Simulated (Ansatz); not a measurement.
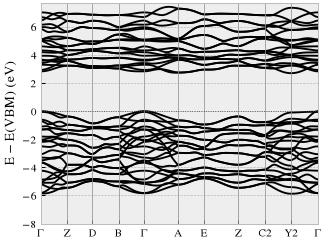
*Band structure from the program Ansatz at the r²SCAN level (PAW)*

Q: Read off the gap and where the band edges lie.

A: About 2.7 eV (2.70 eV by a search for the band edges); maximum at Γ, minimum at Y2.

The material is TiO2 in space group P2_1/c (No. 14; Ti on 4e, O on 4e, O on 4e).

The workflow started from a Materials Project entry (that database holds measured and hypothetical structures alike); the Crystallography Open Database files this formula in space group No. 14, but the cells were not matched. It is not the phase usual at ambient conditions (space group No. 61, 136, 141). Symmetry was held in the r²SCAN relaxation; its stability against distortions is not shown here. The run is not spin-polarised.

Potentials: the later of the program's two PAW sets.
